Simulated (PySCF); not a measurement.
```xyz
21
charge 0, multiplicity 1
C    -2.2635    0.3830    1.3152
C    -1.2891    0.3762    0.1428
C    -0.9382   -1.0445   -0.3036
C     0.1373   -0.9618   -1.3887
Si    1.2769    0.4577   -0.8127
C     2.9034   -0.1449   -0.0373
C     0.0247    1.0919    0.4788
H    -1.8313   -0.1355    2.1697
H    -3.1929   -0.1161    1.0464
H    -2.4961    1.4032    1.6143
H    -1.7553    0.8912   -0.7049
H    -0.5484   -1.5954    0.5558
H    -1.8266   -1.5708   -0.6598
H     0.6315   -1.9230   -1.5180
H    -0.3282   -0.7151   -2.3431
H     1.5446    1.4328   -1.8824
H     3.4547    0.6814    0.4001
H     2.7280   -0.8771    0.7459
H     3.5423   -0.6060   -0.7838
H    -0.1165    2.1711    0.4758
H     0.3338    0.8186    1.4892
```

Describe the molecule in this file.

It has 21 atoms: 6 carbon, 14 hydrogen and 1 silicon (C₆H₁₄Si). Its SMILES string is `C[C@@H]1CC[Si@H](C)C1`. Independent rings (smallest set): 1 of 5 members. Among its groups: Si–H bond. The point group is C1. Coordination, clear cases only: 6 C tetrahedral.

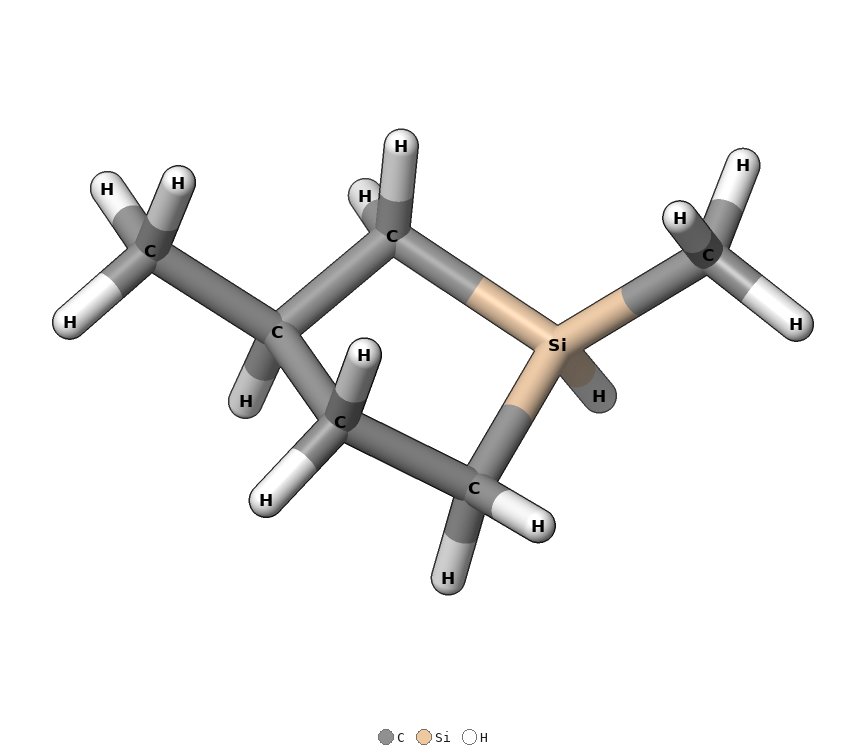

(Drawn from a calculation with PySCF.)
